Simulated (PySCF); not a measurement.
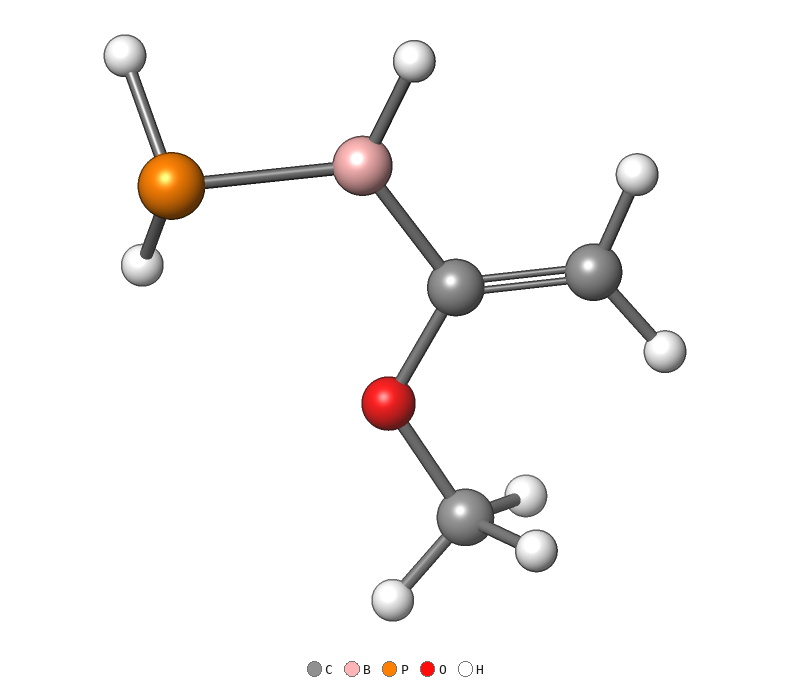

A ball-and-stick model of a molecule. Double and triple bonds are drawn as two and three sticks.

Computed geometry: PBE0-D3(BJ)/def2-SVP optimisation. No frequency run is at hand to confirm it as a minimum.

**What is the molecular formula?**

C3H8BOP, 14 atoms: 3 carbon, 8 hydrogen, 1 boron, 1 oxygen and 1 phosphorus.

**Does it have rings?**

It has no ring.

**Name some functional groups or characteristic bonds that it holds.**

Among them: ether, alkene, B–H bond.

More results for the same structure follow; atom numbers are the same in all pictures, views and colours differ.

**Shape**

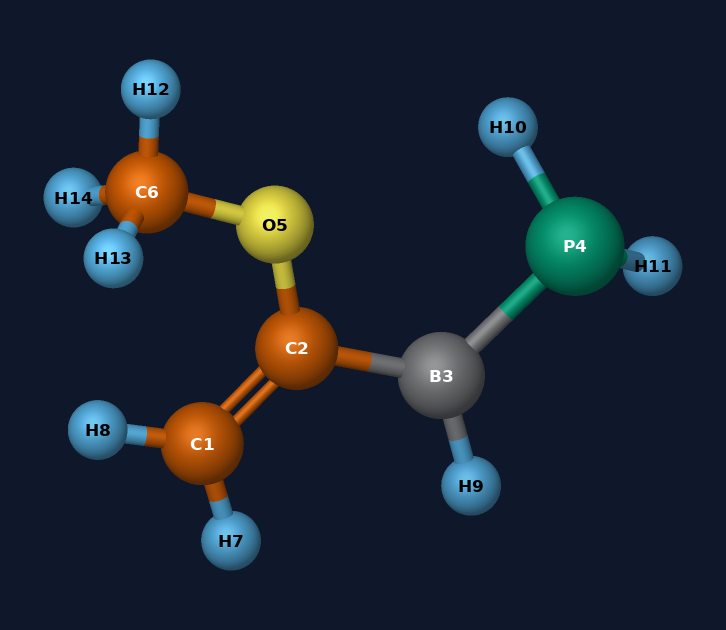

No frequency run is at hand to confirm it as a minimum.

**What is the geometry at O5?**

O5 has 2 neighbours (C2 at 1.36, C6 at 1.40 Å); the arrangement is bent.

**How are the neighbours of atom 4 arranged?**

P4 has 3 neighbours (B3 at 1.88, H10 at 1.42, H11 at 1.42 Å); the arrangement is trigonal pyramidal.

**What is the geometry at C6?**

C6 has 4 neighbours (O5 at 1.40, H12 at 1.10, H13 at 1.11, H14 at 1.11 Å); the arrangement is tetrahedral.

**Describe the coordination of atom 2.**

C2 has 3 neighbours (C1 at 1.35, B3 at 1.55, O5 at 1.36 Å); the arrangement is trigonal planar.

**What is the dihedral angle B3–C2–O5–C6?**

179° in size, that is anti.

**Charges**

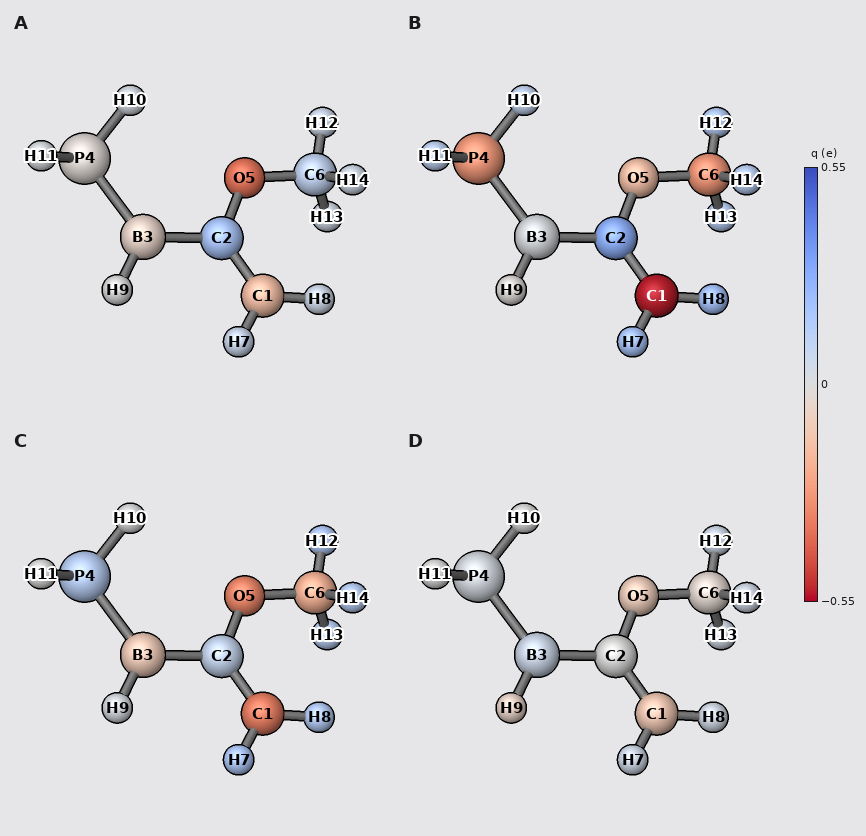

Atomic charges of one calculation by 4 schemes, on one colour scale. No frequency run is at hand to confirm it as a minimum. Level of theory: PBE0/def2-SVP (PySCF 2.14.0).

**The schemes are ESP-fitted, Hirshfeld, IAO, Mulliken. Which panel shows which?**

A Mulliken, B ESP-fitted, C IAO, D Hirshfeld.

List the charges (e), one line for each set of equivalent atoms.

```tsv
atom	Mulliken	ESP-fitted	IAO	Hirshfeld
C1	−0.15	−0.52	−0.34	−0.11
C2	0.17	0.26	0.09	0.00
B3	−0.05	0.02	−0.10	0.06
P4	−0.02	−0.27	0.12	0.02
O5	−0.36	−0.14	−0.32	−0.09
C6	0.09	−0.28	−0.19	−0.03
H7	0.07	0.18	0.16	0.05
H8	0.05	0.19	0.14	0.04
H9	0.00	−0.01	0.02	−0.06
H10	0.03	0.09	0.01	0.00
H11	0.02	0.11	0.00	0.00
H12	0.06	0.14	0.16	0.05
H13	0.05	0.13	0.13	0.04
H14	0.05	0.12	0.13	0.04
```

**Levels of theory compared**

No frequency run is at hand to confirm it as a minimum. Program: PySCF 2.14.0.

At this fixed geometry, give HOMO energy (eV), HOMO–LUMO gap (eV) at these levels: BLYP/pcSseg-1; BP86/pcSseg-1; HF/def2-SVPD; KT2/pcSseg-1; OPBE/pcSseg-1; PBE/pcSseg-1.

```csv
level,HOMO energy (eV),HOMO–LUMO gap (eV)
BLYP/pcSseg-1,−5.64,3.17
BP86/pcSseg-1,−5.91,3.17
HF/def2-SVPD,−9.35,10.98
KT2/pcSseg-1,−5.86,3.21
OPBE/pcSseg-1,−5.77,3.19
PBE/pcSseg-1,−5.80,3.14
```

**Excitation**

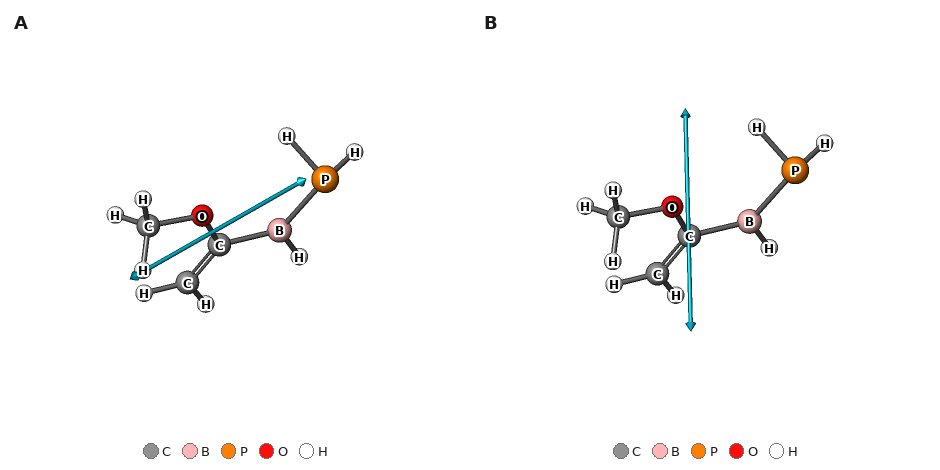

The double arrows show the directions of two transition dipoles from the ground state (lengths mean nothing). No frequency run is at hand to confirm it as a minimum. Properties computed with TDDFT HF/def2-SVPD, vertical, gas phase, core orbitals frozen in the response (PySCF 2.14.0).

**One belongs to singlet state 3 and one to singlet state 9. Which is which?**

A: state 9, 8.18 eV (152 nm), oscillator strength 0.061, of mixed character, with the largest part HOMO → LUMO+2 (weight 0.17).
B: state 3, 7.10 eV (175 nm), oscillator strength 0.033, of mixed character, with the largest part HOMO → LUMO+1 (weight 0.36).

**Polarisability**

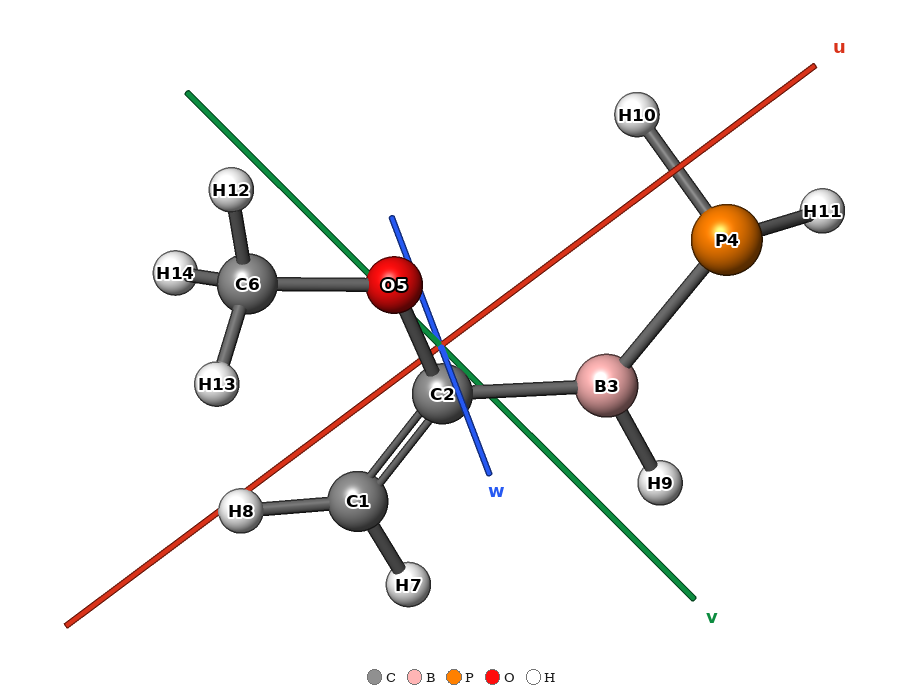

The lines u, v and w are the principal axes of the static dipole polarisability. No frequency run is at hand to confirm it as a minimum. Level of theory: HF/def2-SVPD (PySCF 2.14.0).

**Along which axis is the molecule most polarisable, and along which least?**

Most along u, least along w.

**Give the three principal values.**

u 107.4, v 80.1, w 61.6 bohr³; mean 83.0, anisotropy 39.9 bohr³.

Mulliken values depend strongly on the basis set and can even reverse the polarity of a bond.
